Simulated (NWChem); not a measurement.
# Li2 (SMILES [Li][Li]): levels of theory compared

Wanted: a comparison of 3 runs (BLYP/aug-cc-pVTZ, M06-2X/aug-cc-pVTZ, r2SCAN/aug-cc-pVTZ) of Li2. 

Program for the calculation: NWChem 7.3.0.

### Step 1. The molecule

The species is Li2 (2 atoms), meant as a singlet with charge 0. As SMILES, `[Li][Li]`. The bond length is the measured one.

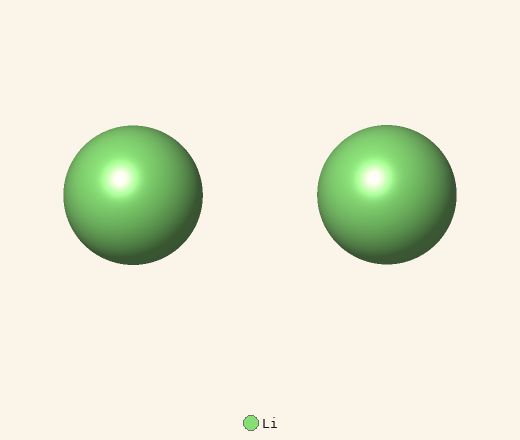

Viewed from a chosen angle; lithium green.

### Step 2. Energy and gradient at BLYP/aug-cc-pVTZ (run 1)

test.nw reads:

```
START test
TITLE "Li2 gradient"
memory total 2200 mb
charge 0
GEOMETRY units angstrom noautosym nocenter noautoz
   Li       0.000000       0.000000       0.000000
   Li       0.000000       0.000000       2.672900
END
BASIS spherical bse
   * library aug-cc-pVTZ
END
DFT
   xc becke88 lyp
   grid fine
   convergence energy 1e-08
   maxiter 100
   mulliken
END
TASK dft gradient
```

On the command line:

```
nwchem test.nw > test.out
```

Log:

```text
[...]
          Wavefunction type:  closed shell.
          No. of atoms     :     2
          No. of electrons :     6
[...]
          Charge           :     0
          Spin multiplicity:     1
[...]
          AO basis - number of functions:    92
[...]
              XC Information
              --------------
                    Becke 1988 Exchange Functional  1.000
              Lee-Yang-Parr Correlation Functional  1.000
[...]
 d= 0,ls=0.0,diis     1    -14.9914539984 -1.68D+01  1.66D-02  2.42D-02     1.1
[...]
 d= 0,ls=0.0,diis     7    -14.9954464039 -1.51D-11  2.55D-08  3.89D-13     5.8
         Total DFT energy =      -14.995446403940
      One electron energy =      -23.152999177843
           Coulomb energy =       10.055415055700
    Exchange-Corr. energy =       -3.679670520413
 Nuclear repulsion energy =        1.781808238616
[...]
      Total Density - Mulliken Population Analysis
     ---------------------------------------------
    Atom       Charge   Shell Charges
 -----------   ------   -------------------------------------------------------
    1 Li   3     3.00   2.01 -0.04  0.61  0.42  0.01  0.03 -0.00 -0.03  0.01  0.00  0.00 -0.02  0.00 -0.00
    2 Li   3     3.00   2.01 -0.04  0.61  0.42  0.01  0.03 -0.00 -0.03  0.01  0.00  0.00 -0.02  0.00 -0.00
[...]
  wavefunction    = closed shell
                         DFT ENERGY GRADIENTS
    atom               coordinates                        gradient
                 x          y          z           x          y          z
   1 Li      0.000000   0.000000   0.000000    0.000000   0.000000   0.000952
   2 Li      0.000000   0.000000   5.051049   -0.000000  -0.000000  -0.000952
[...]
```

Run time: 9.6 s. Hardware: 1 thread of Intel Xeon Platinum 8375C at 2.90GHz (Ice Lake), shared host; peak memory 0.12 GiB.

### Step 3. Energy and gradient at M06-2X/aug-cc-pVTZ (run 2)

run.py reads:

```python
from ase import Atoms
from ase.calculators.nwchem import NWChem

system = Atoms(['Li', 'Li'], positions=[
    [0.000000, 0.000000, 0.000000],
    [0.000000, 0.000000, 2.672900],
])

calc = NWChem(
    label='calc',
    theory='dft',
    memory='2200 mb',
    basis='aug-cc-pVTZ',
    basispar='spherical bse',
    dft={'xc': 'm06-2x', 'mult': '1', 'grid': 'fine', 'convergence': 'energy 1e-08', 'iterations': '100', 'mulliken': None},
)
system.calc = calc

forces = system.get_forces()
e = system.get_potential_energy()
print(f"E = {e:.6f} eV")
print("forces (eV/A):")
for s, f in zip(system.symbols, forces):
    print(f"{s:2s} {f[0]:10.5f} {f[1]:10.5f} {f[2]:10.5f}")
print("dipole (e A):", system.get_dipole_moment().round(4))
```

On the command line:

```
export ASE_NWCHEM_COMMAND="nwchem PREFIX.nwi > PREFIX.nwo"
python run.py
```

Log:

```text
E = -408.183808 eV
forces (eV/A):
Li   -0.00000   -0.00000   -0.03579
Li    0.00000    0.00000    0.03579
dipole (e A): [-0.  0.  0.]
```

The calculator wrote calc.nwi:

```
title "calc"

permanent_dir calc

scratch_dir calc

start calc

geometry units angstrom nocenter noautosym noautoz
  Li 0.0000000000000000e+00 0.0000000000000000e+00 0.0000000000000000e+00
  Li 0.0000000000000000e+00 0.0000000000000000e+00 2.6728999999999998e+00
end

memory 2200 mb

basis spherical bse noprint
   * library aug-cc-pVTZ
end

dft
  xc m06-2x
  mult 1
  grid fine
  convergence energy 1e-08
  iterations 100
  mulliken
end

task dft gradient
```

calc.nwo (excerpt; [...] marks lines left out):

```text
[...]
         Total DFT energy =      -15.000478371189
[...]
  wavefunction    = closed shell
                         DFT ENERGY GRADIENTS
    atom               coordinates                        gradient
                 x          y          z           x          y          z
   1 Li      0.000000   0.000000   0.000000    0.000000   0.000000   0.000696
   2 Li      0.000000   0.000000   5.051049   -0.000000  -0.000000  -0.000696
[...]
```

Run time: 14 s. Hardware: 1 thread of Intel Xeon Platinum 8375C at 2.90GHz (Ice Lake), shared host; peak memory 0.12 GiB.

### Step 4. Energy and forces at r2SCAN/aug-cc-pVTZ (run 3)

struct.nw reads:

```
start struct
title "Li2 gradient"
memory stack 880 mb heap 220 mb global 1100 mb

geometry noautosym nocenter noautoz
 Li     0.000000     0.000000     0.000000
 Li     0.000000     0.000000     2.672900
end

basis spherical bse
 * library aug-cc-pVTZ
end

dft
 xc r2scan
 mult 1
 grid fine
 convergence energy 1e-08
 iterations 100
 mulliken
end

task dft gradient
```

On the command line:

```
nwchem struct.nw > struct.out
```

Log:

```text
[...]
          Wavefunction type:  closed shell.
          No. of atoms     :     2
          No. of electrons :     6
[...]
          Charge           :     0
          Spin multiplicity:     1
[...]
          AO basis - number of functions:    92
[...]
              XC Information
              --------------
                      r^2SCAN Method XC Functional
               r^2SCAN metaGGA Exchange Functional  1.000
                     r^2SCAN Correlation Potential  1.000
[...]
 d= 0,ls=0.0,diis     1    -14.9851870881 -1.68D+01  8.47D-03  8.87D-03     1.1
[...]
 d= 0,ls=0.0,diis     6    -14.9875580417 -6.27D-09  1.32D-06  5.66D-11     5.4
         Total DFT energy =      -14.987558041707
      One electron energy =      -23.144027759520
           Coulomb energy =       10.052250000753
    Exchange-Corr. energy =       -3.677588521557
 Nuclear repulsion energy =        1.781808238616
[...]
      Total Density - Mulliken Population Analysis
     ---------------------------------------------
    Atom       Charge   Shell Charges
 -----------   ------   -------------------------------------------------------
    1 Li   3     3.00   2.02 -0.05  0.53  0.44  0.01  0.04  0.02  0.00  0.00  0.00 -0.00 -0.00  0.00 -0.00
    2 Li   3     3.00   2.02 -0.05  0.53  0.44  0.01  0.04  0.02  0.00  0.00  0.00 -0.00 -0.00  0.00 -0.00
[...]
  wavefunction    = closed shell
                         DFT ENERGY GRADIENTS
    atom               coordinates                        gradient
                 x          y          z           x          y          z
   1 Li      0.000000   0.000000   0.000000    0.000000   0.000000   0.002324
   2 Li      0.000000   0.000000   5.051049   -0.000000  -0.000000  -0.002324
[...]
```

Run time: 9.3 s. Hardware: 1 thread of Intel Xeon Platinum 8375C at 2.90GHz (Ice Lake), shared host; peak memory 0.12 GiB.

### Step 5. Overview of the runs

| run | level | energy (Eh) | dipole moment (D) | HOMO energy (eV) | LUMO energy (eV) | wall time |
| --- | --- | --- | --- | --- | --- | --- |
| 1 | BLYP/aug-cc-pVTZ | -14.995446 | 0.00 | -3.07 | -1.70 | 9.6 s |
| 2 | M06-2X/aug-cc-pVTZ | -15.000478 | 0.00 | -4.29 | -0.91 | 14 s |
| 3 | r2SCAN/aug-cc-pVTZ | -14.987558 | 0.00 | -3.23 | -1.54 | 9.3 s |

### Step 6. What came out

```
                       quantity         value
            run 3: total energy  -14.98756 Eh
           run 3: dipole moment        0.00 D
             run 3: HOMO energy      -3.23 eV
             run 3: LUMO energy      -1.54 eV
           run 3: HOMO–LUMO gap       1.70 eV
run 3: largest force on an atom    0.120 eV/Å
```

The HOMO–LUMO gap runs from 1.37 eV (BLYP/aug-cc-pVTZ) to 3.39 eV (M06-2X/aug-cc-pVTZ). Totals of different functionals can't be ranked against each other. All runs together took 33 s, the longest 14 s.
